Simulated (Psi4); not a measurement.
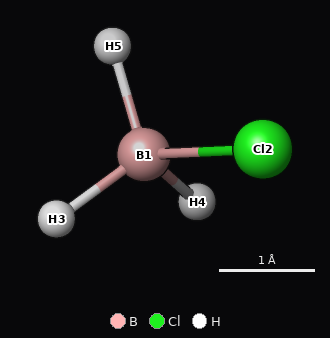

The starting structure (ball-and-stick view, seen at a tilt; atoms are numbered from 1 in the order of the input). Bond lengths as drawn: B–Cl 1.87 Å and B–H 1.21 Å.

# Molecular dynamics of BH₃Cl (charge −1)

The run: molecular dynamics of BH₃Cl, charge −1. Method and program: MP2/STO-3G, RHF (Psi4 1.11).

The geometry comes from this level: GFN2-xTB.

The input (bclh3_ase.py)
```python
import numpy as np
from ase.calculators.psi4 import Psi4
from ase import Atoms
from ase import units
from ase.md.velocitydistribution import MaxwellBoltzmannDistribution, Stationary
from ase.md.verlet import VelocityVerlet

a = Atoms(['B', 'Cl', 'H', 'H', 'H'], positions=[
    [0.082390, -0.047870, 0.135930],
    [-0.845860, 0.496450, -1.396970],
    [1.223080, -0.254620, -0.203070],
    [-0.460100, -1.051350, 0.532730],
    [0.000500, 0.857390, 0.931390],
])
calc = Psi4(atoms=a, method='mp2', basis='STO-3G', memory='1600MB', num_threads=1, charge=-1, multiplicity=1, label='bclh3')
calc.psi4.set_options({'freeze_core': True})
a.calc = calc

MaxwellBoltzmannDistribution(a, temperature_K=1000.0, rng=np.random.default_rng(938))
Stationary(a)
dyn = VelocityVerlet(a, 0.5 * units.fs)
def show():
    ep, ek = a.get_potential_energy(), a.get_kinetic_energy()
    print(f'step {dyn.nsteps:3d}  Epot {ep:14.6f}  Ekin {ek:9.6f}  Etot {ep + ek:14.6f} eV  T {a.get_temperature():7.1f} K')
dyn.attach(show)
dyn.run(15)
```

Run on 1 thread of AMD EPYC (Zen 5), 16 GiB of memory available, shared host.

Command:
```bash
python bclh3_ase.py
```

What the program printed
```
gradient() will perform analytic gradient computation.
    SCF Algorithm Type (re)set to DF.

   => Loading Basis Set <=

    Name: STO-3G
    Role: ORBITAL
    Keyword: BASIS

         ---------------------------------------------------------
                                   SCF
                              RHF Reference
                        1 Threads,   1525 MiB Core
         ---------------------------------------------------------

  ==> Geometry <==

    Molecular point group: c1
    Full point group: C1

    Geometry (in Angstrom), charge = -1, multiplicity = 1:

       Center              X                  Y                   Z               Mass
    ------------   -----------------  -----------------  -----------------  -----------------
         B            0.726088714916    -0.414324001382     1.033857203249    11.009305360000
         CL          -0.307373114573     0.173325670478    -0.435358524489    34.968852682000
         H            1.662772274192    -0.757716128601     0.461381811989     1.007825032230
         H            0.283472365402    -1.310018069528     1.514544668744     1.007825032230
         H            0.787119479026     0.579796967150     1.836182104249     1.007825032230

  Running in c1 symmetry.

  Rotational constants: A =      4.32496  B =      0.41912  C =      0.41222 [cm^-1]
  Rotational constants: A = 129658.95422  B =  12564.88520  C =  12358.16993 [MHz]
  Nuclear repulsion =   42.273064748400692

  Charge       = -1
  Multiplicity = 1
  Electrons    = 26
  Nalpha       = 13
  Nbeta        = 13

  ==> Algorithm <==

  SCF Algorithm Type is DF.
  DIIS enabled.
  MOM disabled.
  Fractional occupation disabled.
  Guess Type is SAD.
  Energy threshold   = 1.00e-10
  Density threshold  = 1.00e-10
  Integral threshold = 1.00e-12

  ==> Primary Basis <==

  Basis Set: STO-3G
    Blend: STO-3G
    Number of shells: 11
    Number of basis functions: 17
    Number of Cartesian functions: 17
    Spherical Harmonics?: true
    Max angular momentum: 1

   => Loading Basis Set <=

    Name: (STO-3G AUX)
    Role: JKFIT
    Keyword: DF_BASIS_SCF

  ==> Integral Setup <==

  DFHelper Memory: AOs need 0.001 GiB; user supplied 1.118 GiB.
  SCF_SUBTYPE=INCORE selected. In-core MEM_DF algorithm will be used.
  Using in-core AOs.

  ==> MemDFJK: Density-Fitted J/K Matrices <==

    J tasked:                   Yes
    K tasked:                   Yes
    wK tasked:                   No
    Memory [MiB]:              1144
    Algorithm:                 Core
    Schwarz Cutoff:           1E-12
    Mask sparsity (%):       0.6920
    Fitting Condition:        1E-10

   => Auxiliary Basis Set <=

  Basis Set: (STO-3G AUX)
    Blend: DEF2-UNIVERSAL-JKFIT
    Number of shells: 81
    Number of basis functions: 257
    Number of Cartesian functions: 304
    Spherical Harmonics?: true
    Max angular momentum: 4

  Minimum eigenvalue in the overlap matrix is 2.0570616837E-01.
  Reciprocal condition number of the overlap matrix is 9.4887094241E-02.
    Using symmetric orthogonalization.

  ==> Pre-Iterations <==

  SCF Guess: Superposition of Atomic Densities via on-the-fly atomic UHF (no occupation information).

   -------------------------
    Irrep   Nso     Nmo
   -------------------------
     A         17      17
   -------------------------
    Total      17      17
   -------------------------

  ==> Iterations <==

                           Total Energy        Delta E     RMS |[F,P]|

   @DF-RHF iter SAD:  -479.25944241224818   -4.79259e+02   0.00000e+00
   @DF-RHF iter   1:  -480.63803630398132   -1.37859e+00   4.46489e-03 ADIIS/DIIS
   @DF-RHF iter   2:  -480.64312006277055   -5.08376e-03   7.60349e-04 ADIIS/DIIS
   @DF-RHF iter   3:  -480.64328667553764   -1.66613e-04   1.76219e-04 ADIIS/DIIS
   @DF-RHF iter   4:  -480.64329829294644   -1.16174e-05   1.41302e-05 DIIS
   @DF-RHF iter   5:  -480.64329835557413   -6.26277e-08   1.34255e-06 DIIS
   @DF-RHF iter   6:  -480.64329835621550   -6.41364e-10   2.01998e-07 DIIS
   @DF-RHF iter   7:  -480.64329835623420   -1.87015e-11   2.68283e-08 DIIS
   @DF-RHF iter   8:  -480.64329835623420    0.00000e+00   2.73701e-09 DIIS
   @DF-RHF iter   9:  -480.64329835623420    0.00000e+00   3.59387e-10 DIIS
   @DF-RHF iter  10:  -480.64329835623425   -5.68434e-14   5.62389e-11 DIIS
  Energy and wave function converged.

  ==> Post-Iterations <==

    Orbital Energies [Eh]
    ---------------------

    Doubly Occupied:

       1A   -103.297710     2A     -9.998771     3A     -7.441663
       4A     -7.438284     5A     -7.438242     6A     -7.075243
       7A     -0.699432     8A     -0.393988     9A     -0.197677
      10A     -0.187582    11A     -0.133021    12A     -0.074792
      13A     -0.072672

    Virtual:

      14A      0.761667    15A      0.953267    16A      1.058028
      17A      1.169383

    Final Occupation by Irrep:
              A
    DOCC [    13 ]
    NA   [    13 ]
    NB   [    13 ]

  @DF-RHF Final Energy:  -480.64329835623425

   => Energetics <=

    Nuclear Repulsion Energy =             42.2730647484006923
    One-Electron Energy =                -756.9345680333706241
    Two-Electron Energy =                 234.0182049287357415
    Total Energy =                       -480.6432983562342542

Computation Completed

Properties will be evaluated at   0.000000,   0.000000,   0.000000 [a0]

Properties computed using the SCF density matrix

 Multipole Moments:

 ------------------------------------------------------------------------------------
     Multipole            Electronic (a.u.)      Nuclear  (a.u.)        Total (a.u.)
 ------------------------------------------------------------------------------------

 L = 1.  Multiply by 2.5417464519 to convert [e a0] to [Debye]
 Dipole X            :         -2.7139535            2.1513866           -0.5625669
 Dipole Y            :          1.4095256           -1.1584415            0.2510841
 Dipole Z            :         -3.7478820            2.9863336           -0.7615484
 Magnitude           :                                                    0.9795308

 ------------------------------------------------------------------------------------

	total time  =          0 seconds =       0.00 minutes

  //>>>>>>>>>>>>>>>>>>>>>>>>>>>>>>>>>>>//
  //               DFMP2               //
  //<<<<<<<<<<<<<<<<<<<<<<<<<<<<<<<<<<<//

   => Loading Basis Set <=

    Name: (STO-3G AUX)
    Role: RIFIT
    Keyword: DF_BASIS_MP2

	 --------------------------------------------------------
	                          DF-MP2
	      2nd-Order Density-Fitted Moller-Plesset Theory
	              RMP2 Wavefunction,   1 Threads

	 --------------------------------------------------------

   => Auxiliary Basis Set <=

  Basis Set: (STO-3G AUX)
    Blend: DEF2-SVP-RI
    Number of shells: 54
    Number of basis functions: 152
    Number of Cartesian functions: 173
    Spherical Harmonics?: true
    Max angular momentum: 3

	 --------------------------------------------------------
	                 NBF =    17, NAUX =   152
	 --------------------------------------------------------
	   CLASS    FOCC     OCC    AOCC    AVIR     VIR    FVIR
	   PAIRS       6      13       7       4       4       0
	 --------------------------------------------------------

  DFHelper Memory: AOs need 0.001 GiB; user supplied 1.118 GiB.
  SCF_SUBTYPE=INCORE selected. In-core MEM_DF algorithm will be used.
  Using in-core AOs.

         ------------------------------------------------------------
                                     CPHF
         ------------------------------------------------------------

  ==> Geometry <==

    Molecular point group: c1
    Full point group: C1

    Geometry (in Angstrom), charge = -1, multiplicity = 1:

       Center              X                  Y                   Z               Mass
    ------------   -----------------  -----------------  -----------------  -----------------
         B            0.726088714916    -0.414324001382     1.033857203249    11.009305360000
         CL          -0.307373114573     0.173325670478    -0.435358524489    34.968852682000
         H            1.662772274192    -0.757716128601     0.461381811989     1.007825032230
         H            0.283472365402    -1.310018069528     1.514544668744     1.007825032230
         H            0.787119479026     0.579796967150     1.836182104249     1.007825032230

  Nuclear repulsion =   42.273064748400692
  Reference energy  = -480.643298356234254

  ==> Basis Set <==

  Basis Set: STO-3G
    Blend: STO-3G
    Number of shells: 11
    Number of basis functions: 17
    Number of Cartesian functions: 17
    Spherical Harmonics?: true
    Max angular momentum: 1

   Number of roots    =         1
   Preconditioning    =    JACOBI
   Convergence cutoff =     1E-06
   Maximum iterations =       100

  ==> MemDFJK: Density-Fitted J/K Matrices <==

    J tasked:                   Yes
    K tasked:                   Yes
    wK tasked:                   No
    Memory [MiB]:              1144
    Algorithm:                 Core
    Schwarz Cutoff:           1E-12
    Mask sparsity (%):       0.6920
    Fitting Condition:        1E-10

   => Auxiliary Basis Set <=

  Basis Set: (STO-3G AUX)
    Blend: DEF2-UNIVERSAL-JKFIT
    Number of shells: 81
    Number of basis functions: 257
    Number of Cartesian functions: 304
    Spherical Harmonics?: true
    Max angular momentum: 4

  ==> CPHF Iterations <==

  => Iterations <=

             Iter  Converged  Remaining    Residual
  CGR           1          0          1   3.146E-02
  CGR           2          0          1   3.072E-03
  CGR           3          0          1   4.376E-04
  CGR           4          0          1   7.978E-05
  CGR           5          0          1   3.916E-06
  CGR           6          1          0   3.266E-07

    CGRSolver converged.

  ==> DFCorrGrad: Density-Fitted Correlated Gradients <==

    Integrals threads:           1
    Memory [GiB]:            1.118
    Schwarz Cutoff:          0E+00
    Fitting Condition:       1E-10

   => Auxiliary Basis Set <=

  Basis Set: (STO-3G AUX)
    Blend: DEF2-UNIVERSAL-JKFIT
    Number of shells: 81
    Number of basis functions: 257
    Number of Cartesian functions: 304
    Spherical Harmonics?: true
    Max angular momentum: 4

	-----------------------------------------------------------
	 ==================> DF-MP2 Energies <====================
	-----------------------------------------------------------
	 Reference Energy          =    -480.6432983562342542 [Eh]
	 Singles Energy            =      -0.0000000000000000 [Eh]
	 Same-Spin Energy          =      -0.0019435136185345 [Eh]
	 Opposite-Spin Energy      =      -0.0416032063933344 [Eh]
	 Correlation Energy        =      -0.0435467200118689 [Eh]
	 Total Energy              =    -480.6868450762461293 [Eh]
	-----------------------------------------------------------
	 ================> DF-SCS-MP2 Energies <==================
	-----------------------------------------------------------
	 SCS Same-Spin Scale       =       0.3333333333333333 [-]
	 SCS Opposite-Spin Scale   =       1.2000000000000000 [-]
	 SCS Same-Spin Energy      =      -0.0006478378728448 [Eh]
	 SCS Opposite-Spin Energy  =      -0.0499238476720013 [Eh]
	 SCS Correlation Energy    =      -0.0505716855448462 [Eh]
	 SCS Total Energy          =    -480.6938700417791210 [Eh]
	-----------------------------------------------------------

  -Total Gradient:
     Atom            X                  Y                   Z
    ------   -----------------  -----------------  -----------------
       1       -0.015334950460    -0.064569427781    -0.012269310111
       2        0.027000182907    -0.008370392562     0.017901944036
       3       -0.032898812759    -0.002884809917    -0.008107688376
       4        0.029995311643     0.037702909849    -0.024814080774
       5       -0.008761731333     0.038121720411     0.027289135227

	total time  =          0 seconds =       0.00 minutes
```

Standard output
```
step   0  Epot  -13080.504007  Ekin  0.760617  Etot  -13079.743390 eV  T  1176.9 K
step   1  Epot  -13080.471475  Ekin  0.728313  Etot  -13079.743161 eV  T  1126.9 K
step   2  Epot  -13080.401803  Ekin  0.659423  Etot  -13079.742380 eV  T  1020.3 K
step   3  Epot  -13080.308321  Ekin  0.567257  Etot  -13079.741064 eV  T   877.7 K
step   4  Epot  -13080.212575  Ekin  0.473095  Etot  -13079.739479 eV  T   732.0 K
step   5  Epot  -13080.139724  Ekin  0.401527  Etot  -13079.738197 eV  T   621.3 K
step   6  Epot  -13080.109677  Ekin  0.371843  Etot  -13079.737835 eV  T   575.3 K
step   7  Epot  -13080.127942  Ekin  0.389337  Etot  -13079.738605 eV  T   602.4 K
step   8  Epot  -13080.182557  Ekin  0.442425  Etot  -13079.740132 eV  T   684.6 K
step   9  Epot  -13080.249698  Ekin  0.507961  Etot  -13079.741736 eV  T   786.0 K
step  10  Epot  -13080.303968  Ekin  0.561108  Etot  -13079.742860 eV  T   868.2 K
step  11  Epot  -13080.327220  Ekin  0.583976  Etot  -13079.743244 eV  T   903.6 K
step  12  Epot  -13080.313005  Ekin  0.570149  Etot  -13079.742856 eV  T   882.2 K
step  13  Epot  -13080.267343  Ekin  0.525546  Etot  -13079.741797 eV  T   813.2 K
step  14  Epot  -13080.207017  Ekin  0.466698  Etot  -13079.740319 eV  T   722.1 K
step  15  Epot  -13080.155298  Ekin  0.416422  Etot  -13079.738876 eV  T   644.3 K
```

Trajectory as extended XYZ (Å, eV, eV/Å), 16 frames, from step=0 to step=15
```
5
Properties=species:S:1:pos:R:3:forces:R:3 step=0 energy=-13080.50411
B     0.0824   -0.0479    0.1359    0.7635  -0.4604   1.2649
Cl   -0.8459    0.4965   -1.3970   -0.8440   0.4959  -1.3966
H     1.2231   -0.2546   -0.2031   -0.5528   0.0582   0.4176
H    -0.4601   -1.0514    0.5327    0.4491   0.5271  -0.0215
H     0.0005    0.8574    0.9314    0.1842  -0.6207  -0.2645
5
Properties=species:S:1:pos:R:3:forces:R:3 step=1 energy=-13080.47158
B     0.0866   -0.0444    0.1341    0.6725  -1.7134   0.7313
Cl   -0.8473    0.4969   -1.3949   -0.9474   0.5132  -1.4344
H     1.2183   -0.2742   -0.2391   -0.6175   0.1913   0.6205
H    -0.4584   -1.0720    0.5402    0.6591   1.0700  -0.1967
H     0.0076    0.8436    0.9070    0.2333  -0.0611   0.2794
5
Properties=species:S:1:pos:R:3:forces:R:3 step=2 energy=-13080.40191
B     0.0910   -0.0413    0.1325    0.6180  -2.9258   0.1007
Cl   -0.8488    0.4974   -1.3929   -1.0461   0.5288  -1.4622
H     1.2121   -0.2933   -0.2737   -0.6522   0.3190   0.8143
H    -0.4551   -1.0900    0.5472    0.8050   1.5031  -0.3309
H     0.0153    0.8297    0.8834    0.2753   0.5749   0.8781
5
Properties=species:S:1:pos:R:3:forces:R:3 step=3 energy=-13080.30843
B     0.0955   -0.0388    0.1308    0.5834  -4.0275  -0.5605
Cl   -0.8504    0.4979   -1.3910   -1.1393   0.5426  -1.4801
H     1.2042   -0.3116   -0.3063   -0.6490   0.4357   0.9906
H    -0.4498   -1.1045    0.5534    0.8898   1.8238  -0.4247
H     0.0236    0.8171    0.8618    0.3151   1.2253   1.4746
5
Properties=species:S:1:pos:R:3:forces:R:3 step=4 energy=-13080.21268
B     0.1001   -0.0373    0.1291    0.5501  -4.9216  -1.1578
Cl   -0.8521    0.4985   -1.3892   -1.2259   0.5547  -1.4885
H     1.1949   -0.3289   -0.3366   -0.6019   0.5363   1.1408
H    -0.4425   -1.1146    0.5586    0.9181   2.0348  -0.4806
H     0.0326    0.8075    0.8437    0.3597   1.7958   1.9861
5
Properties=species:S:1:pos:R:3:forces:R:3 step=5 energy=-13080.13983
B     0.1049   -0.0368    0.1271    0.5026  -5.4971  -1.5883
Cl   -0.8538    0.4991   -1.3875   -1.3053   0.5647  -1.4881
H     1.1841   -0.3449   -0.3641   -0.5071   0.6156   1.2567
H    -0.4329   -1.1198    0.5626    0.8943   2.1392  -0.5013
H     0.0426    0.8022    0.8304    0.4154   2.1776   2.3210
5
Properties=species:S:1:pos:R:3:forces:R:3 step=6 energy=-13080.10978
B     0.1098   -0.0376    0.1247    0.4342  -5.6631  -1.7735
Cl   -0.8557    0.4998   -1.3859   -1.3762   0.5724  -1.4788
H     1.1720   -0.3594   -0.3886   -0.3635   0.6698   1.3315
H    -0.4212   -1.1198    0.5655    0.8214   2.1382  -0.4877
H     0.0535    0.8021    0.8227    0.4841   2.2827   2.4086
5
Properties=species:S:1:pos:R:3:forces:R:3 step=7 energy=-13080.12805
B     0.1147   -0.0396    0.1220    0.3499  -5.3853  -1.6910
Cl   -0.8576    0.5005   -1.3844   -1.4373   0.5771  -1.4605
H     1.1591   -0.3724   -0.4100   -0.1730   0.6962   1.3604
H    -0.4075   -1.1148    0.5672    0.7001   2.0303  -0.4385
H     0.0656    0.8075    0.8207    0.5602   2.0816   2.2296
5
Properties=species:S:1:pos:R:3:forces:R:3 step=8 energy=-13080.18266
B     0.1198   -0.0428    0.1188    0.2654  -4.7010  -1.3842
Cl   -0.8596    0.5012   -1.3830   -1.4868   0.5781  -1.4319
H     1.1458   -0.3836   -0.4280    0.0596   0.6937   1.3416
H    -0.3922   -1.1049    0.5678    0.5299   1.8120  -0.3504
H     0.0790    0.8179    0.8241    0.6319   1.6173   1.8249
5
Properties=species:S:1:pos:R:3:forces:R:3 step=9 energy=-13080.24980
B     0.1249   -0.0470    0.1154    0.2015  -3.7013  -0.9427
Cl   -0.8618    0.5020   -1.3817   -1.5228   0.5743  -1.3921
H     1.1327   -0.3932   -0.4429    0.3256   0.6633   1.2763
H    -0.3756   -1.0907    0.5676    0.3096   1.4789  -0.2183
H     0.0939    0.8321    0.8318    0.6860   0.9849   1.2769
5
Properties=species:S:1:pos:R:3:forces:R:3 step=10 energy=-13080.30407
B     0.1300   -0.0521    0.1117    0.1778  -2.4957  -0.4680
Cl   -0.8640    0.5029   -1.3805   -1.5433   0.5648  -1.3401
H     1.1203   -0.4012   -0.4547    0.6127   0.6075   1.1693
H    -0.3583   -1.0729    0.5668    0.0398   1.0302  -0.0377
H     0.1105    0.8487    0.8426    0.7130   0.2931   0.6765
5
Properties=species:S:1:pos:R:3:forces:R:3 step=11 energy=-13080.32733
B     0.1352   -0.0577    0.1080    0.2080  -1.1856  -0.0440
Cl   -0.8664    0.5038   -1.3794   -1.5468   0.5492  -1.2756
H     1.1093   -0.4077   -0.4637    0.9044   0.5307   1.0291
H    -0.3408   -1.0526    0.5660   -0.2748   0.4743   0.1930
H     0.1287    0.8660    0.8550    0.7092  -0.3686   0.0975
5
Properties=species:S:1:pos:R:3:forces:R:3 step=12 energy=-13080.31311
B     0.1405   -0.0636    0.1042    0.2972   0.1405   0.2777
Cl   -0.8688    0.5047   -1.3784   -1.5326   0.5272  -1.1993
H     1.1006   -0.4130   -0.4703    1.1806   0.4387   0.8681
H    -0.3240   -1.0312    0.5657   -0.6213  -0.1635   0.4676
H     0.1487    0.8825    0.8676    0.6760  -0.9429  -0.4140
5
Properties=species:S:1:pos:R:3:forces:R:3 step=13 energy=-13080.26745
B     0.1458   -0.0695    0.1005    0.4389   1.3971   0.4816
Cl   -0.8714    0.5056   -1.3775   -1.5008   0.4993  -1.1131
H     1.0946   -0.4172   -0.4748    1.4188   0.3391   0.7016
H    -0.3087   -1.0102    0.5664   -0.9750  -0.8329   0.7665
H     0.1703    0.8966    0.8793    0.6181  -1.4026  -0.8366
5
Properties=species:S:1:pos:R:3:forces:R:3 step=14 energy=-13080.20712
B     0.1511   -0.0750    0.0969    0.6130   2.4905   0.5851
Cl   -0.8740    0.5066   -1.3766   -1.4522   0.4666  -1.0192
H     1.0921   -0.4206   -0.4776    1.5960   0.2397   0.5461
H    -0.2958   -0.9912    0.5690   -1.2979  -1.4563   1.0532
H     0.1933    0.9075    0.8889    0.5411  -1.7405  -1.1652
5
Properties=species:S:1:pos:R:3:forces:R:3 step=15 energy=-13080.15540
B     0.1567   -0.0800    0.0934    0.7885   3.3203   0.6309
Cl   -0.8768    0.5076   -1.3758   -1.3884   0.4304  -0.9205
H     1.0934   -0.4234   -0.4791    1.6917   0.1483   0.4169
H    -0.2859   -0.9757    0.5741   -1.5424  -1.9388   1.2760
H     0.2177    0.9141    0.8957    0.4506  -1.9603  -1.4033
```

Key numbers

```json
{"quantity": "outcome", "value": "finished"}
{"quantity": "trajectory", "value": "16 frames kept"}
{"quantity": "potential energy (last step)", "value": "−480.686845 hartree"}
{"quantity": "SCF energy (last step)", "value": "−480.643298 hartree"}
{"quantity": "MP2 energy (last step)", "value": "−480.686845 hartree"}
{"quantity": "correlation energy (last step)", "value": "−0.043547 hartree"}
{"quantity": "basis functions (last step)", "value": "17"}
{"quantity": "HOMO of the SCF reference (last step)", "value": "27.21 eV"}
{"quantity": "LUMO of the SCF reference (last step)", "value": "0.10 eV"}
{"quantity": "wall time", "value": "4.8 s"}
{"quantity": "peak memory", "value": "0.21 GiB"}
```

Remarks

The record of the run, not the program, notes: unbound anion.
